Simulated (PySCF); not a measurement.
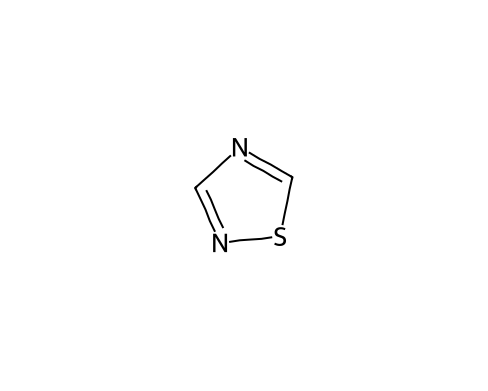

2D structure.

> Write the SMILES.

c1ncsn1

> What is the molecular formula?

C2H2N2S.

> An optimisation with PBE0-D3(BJ)/def2-SVP gave a structure of which point group?

Cs.

More results for the same structure follow; atom numbers are the same in all pictures, views and colours differ. Computed geometry: PBE0-D3(BJ)/def2-SVP optimisation. No frequency run is at hand to confirm it as a minimum.

## Polarisability

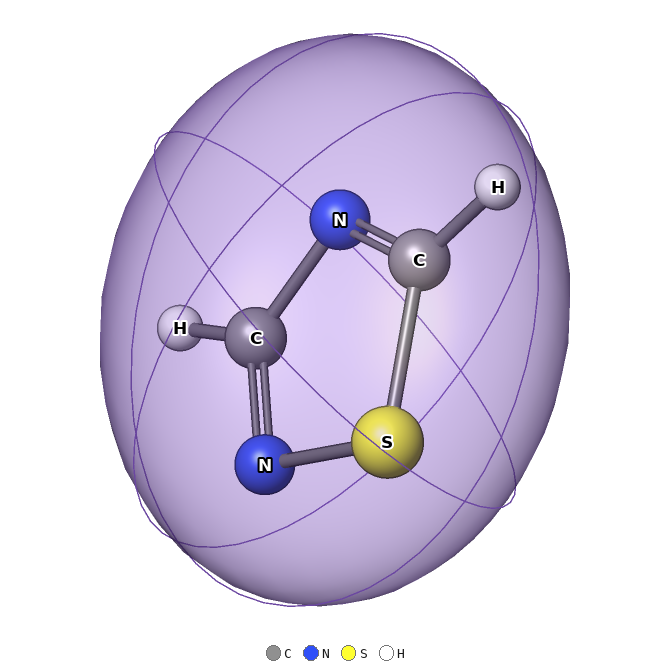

The ellipsoid shows the static dipole polarisability: its half-axes are proportional to the principal values. No frequency run is at hand to confirm it as a minimum. Computed with CAM-B3LYP/def2-SVPD in chloroform (IEF-PCM) (PySCF 2.14.0).

> Give the principal values, the mean and the anisotropy.

Principal values 42.0, 69.5, 80.9 bohr³; mean 64.1 bohr³ (9.50 Å³); anisotropy 34.6 bohr³, so the longest axis is 1.92 times the shortest.

## Excitation

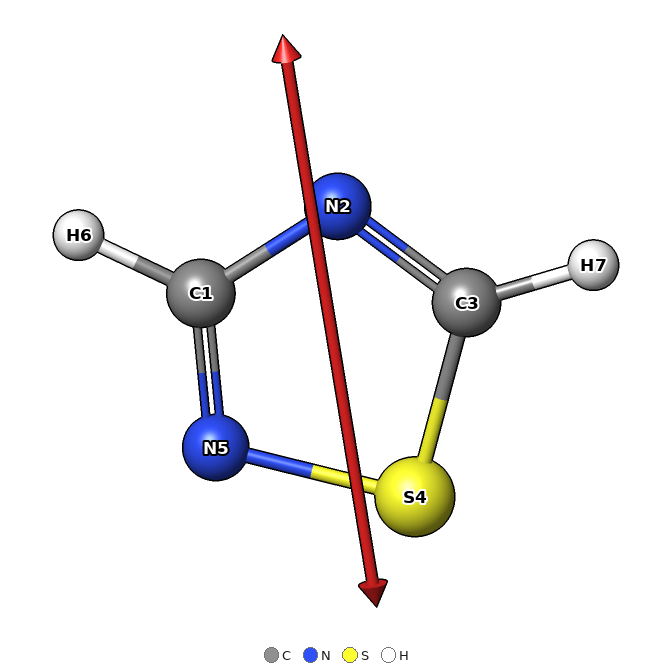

The double arrow shows the direction of the transition dipole to excited singlet state 2 (its length means nothing). No frequency run is at hand to confirm it as a minimum. Level of theory: TDDFT CAM-B3LYP/def2-SVPD, vertical, IEF-PCM methanol (non-equilibrium linear response), core orbitals frozen in the response (PySCF 2.14.0).

> How is the transition polarised?

In the molecular plane, nearly parallel to the C1–N5 bond.

> Give its energy, strength and character.

5.91 eV (210 nm), oscillator strength 0.13, mainly HOMO → LUMO (weight 0.90); transition dipole 2.43 D.

## Quadrupole coupling

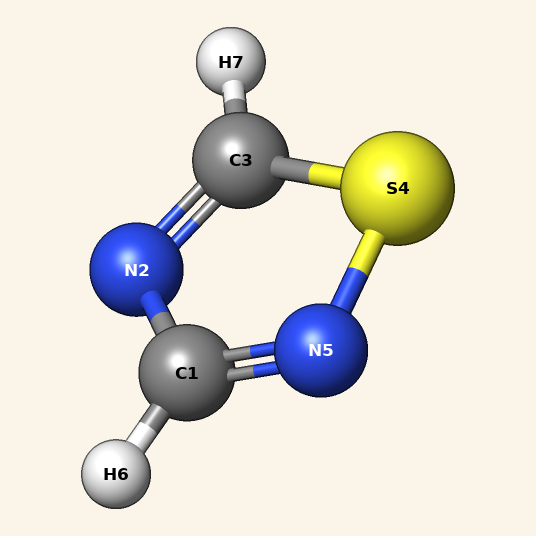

No frequency run is at hand to confirm it as a minimum. Electric field gradients from the ground-state density, PBE0/pcSseg-1 in chloroform (IEF-PCM) (PySCF 2.14.0), non-relativistic apart from any core potentials.

Give the largest field-gradient component, the quadrupole coupling constant and the asymmetry for 14N at N2 (Q = 20.44 mb), 33S at S4 (Q = −67.81 mb), 14N at N5 (Q = 20.44 mb), 2H at H6 (Q = 2.86 mb), 2H at H7 (Q = 2.86 mb).

| atom | V_zz (a.u.) | e²qQ/h (MHz) | η |
| --- | --- | --- | --- |
| N2 | −0.936 | −4.49 | 0.17 |
| S4 | 2.150 | −34.3 | 0.40 |
| N5 | −0.906 | −4.35 | 0.43 |
| H6 | 0.295 | 0.198 | 0.06 |
| H7 | 0.295 | 0.198 | 0.06 |

## Ring current

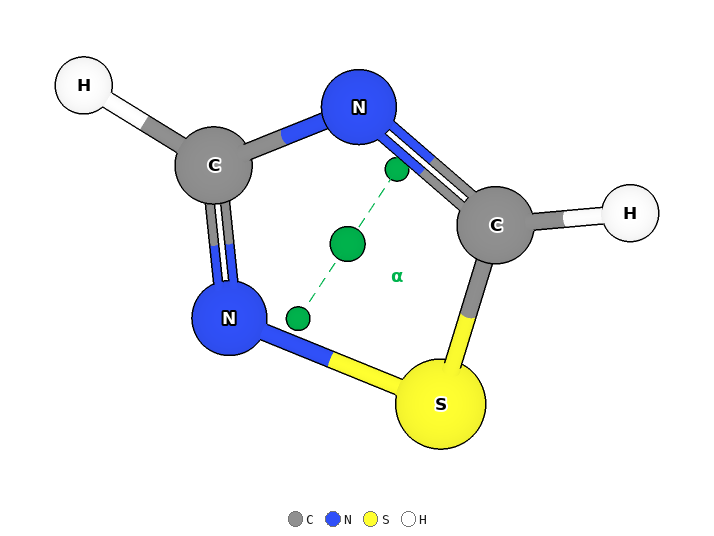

The small points mark where nucleus-independent chemical shifts (NICS) were computed: at the centre of each lettered ring and 1 Å above and below it. No frequency run is at hand to confirm it as a minimum. Method: GIAO PBE0/pcSseg-1 NMR shielding, non-relativistic, IEF-PCM chloroform (PySCF 2.14.0).

Give NICS(0), NICS(1) and the out-of-plane component NICS(1)zz for each ring (means of the two sides).

```csv
ring,members,NICS(0),NICS(1),NICS(1)zz
α,C2N2S,−14.3,−13.1,−33.4
```

Values in ppm.

> What do the values say about the ring currents?

Ring α: diatropic, as in an aromatic ring. NICS is one index among several.
